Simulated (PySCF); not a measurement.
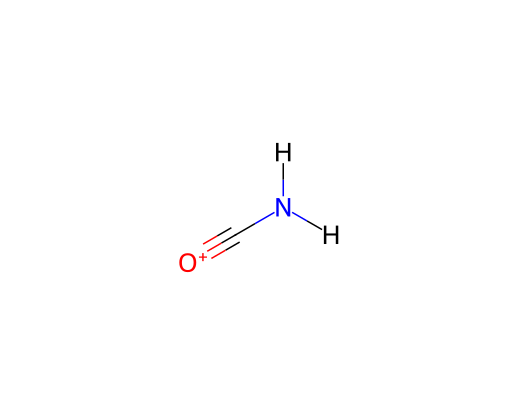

A structural formula. The species has charge +1 and is a spin singlet.

> Write the SMILES.

NC#[O+]

> Give the formula, hydrogens included.

CH2NO, charge +1.

More results for the same structure follow; atom numbers are the same in all pictures, views and colours differ. The geometry was computed by an optimisation with GFN2-xTB. No frequency run is at hand to confirm it as a minimum.

### Shape

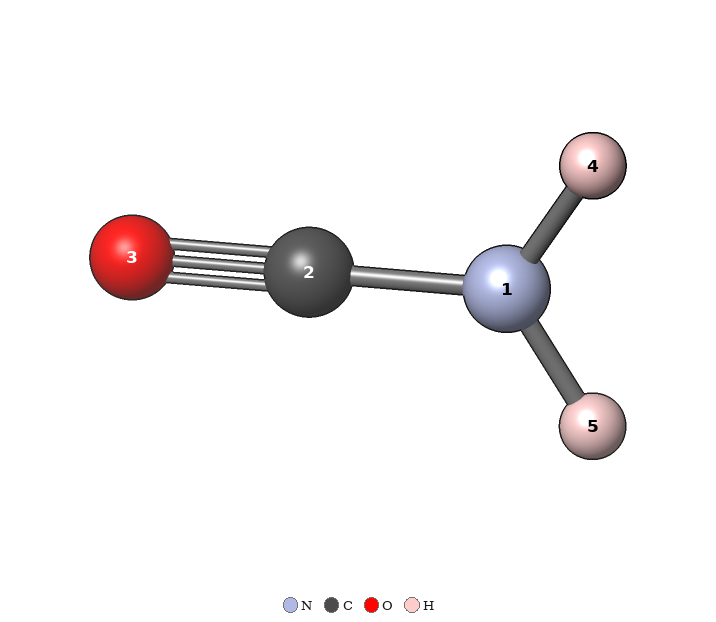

No frequency run is at hand to confirm it as a minimum.

Give these bond angles: C2–N1–H4, H4–N1–H5, N1–C2–O3.

```csv
angle,degrees
C2–N1–H4,122.1
H4–N1–H5,115.9
N1–C2–O3,179.9
```

### Spin–spin coupling

No frequency run is at hand to confirm it as a minimum. Properties computed with B3LYP/pcJ-1 indirect spin-spin coupling, non-relativistic, gas phase (PySCF 2.14.0). Isotopes: 13C, 1H, 15N, 17O.

Give the spin–spin coupling constants of these pairs, with the number of bonds between them: N1/C2, N1/H5, N1/H4, C2/O3, N1/O3, C2/H5, C2/H4, H4/H5, O3/H4, O3/H5.

| pair | bonds apart | J (Hz) |
| --- | --- | --- |
| N1, C2 | 1 | −54.3 |
| N1, H5 | 1 | −112.0 |
| N1, H4 | 1 | −112.2 |
| C2, O3 | 1 | −0.7 |
| N1, O3 | 2 | −2.4 |
| C2, H5 | 2 | 5.6 |
| C2, H4 | 2 | 5.7 |
| H4, H5 | 2 | −14.9 |
| O3, H4 | 3 | −1.1 |
| O3, H5 | 3 | −1.1 |

### Quadrupole coupling

No frequency run is at hand to confirm it as a minimum. Electric field gradients from the ground-state density, B3LYP/pcJ-1 (PySCF 2.14.0), non-relativistic apart from any core potentials.

Give the largest field-gradient component, the quadrupole coupling constant and the asymmetry for 14N at N1 (Q = 20.44 mb), 17O at O3 (Q = −25.6 mb), 2H at H4 (Q = 2.86 mb).

| atom | V_zz (a.u.) | e²qQ/h (MHz) | η |
| --- | --- | --- | --- |
| N1 | −0.926 | −4.45 | 0.47 |
| O3 | 0.713 | −4.29 | 0.79 |
| H4 | 0.335 | 0.225 | 0.21 |

### Electronic properties

No frequency run is at hand to confirm it as a minimum. Level of theory: B3LYP/pcJ-1, gas phase (PySCF 2.14.0).

> Estimate the HOMO energy (Kohn–Sham orbital).

−17.07 eV.

> What is the HOMO–LUMO gap?

8.20 eV.

### Charges

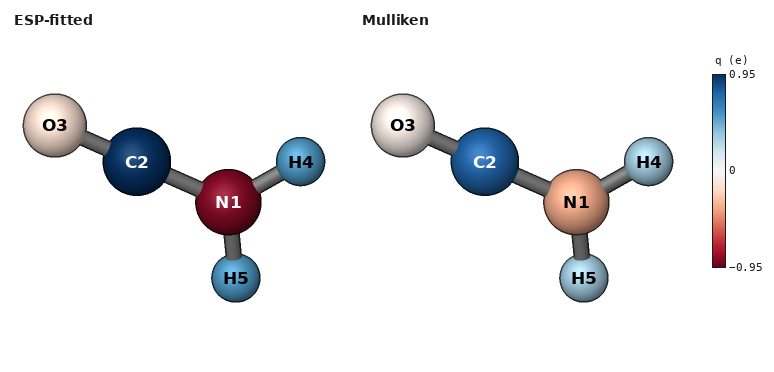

Atomic charges of one calculation by 2 schemes, on one colour scale. No frequency run is at hand to confirm it as a minimum. Method: PBE0/pcSseg-1 (PySCF 2.14.0).

> Which scheme gives the most polar picture (largest mean size of the charges)?

The ESP-fitted charges are the largest in size here.

> On which atom do the schemes disagree most?

On N1 (from −0.87 to −0.35 e).

List the charges (e), one line for each set of equivalent atoms.

```csv
atom,ESP-fitted,Mulliken
N1,−0.87,−0.35
C2,0.95,0.77
O3,−0.15,−0.06
"H4, H5",0.54,0.32
```

Mulliken values depend strongly on the basis set and can even reverse the polarity of a bond.
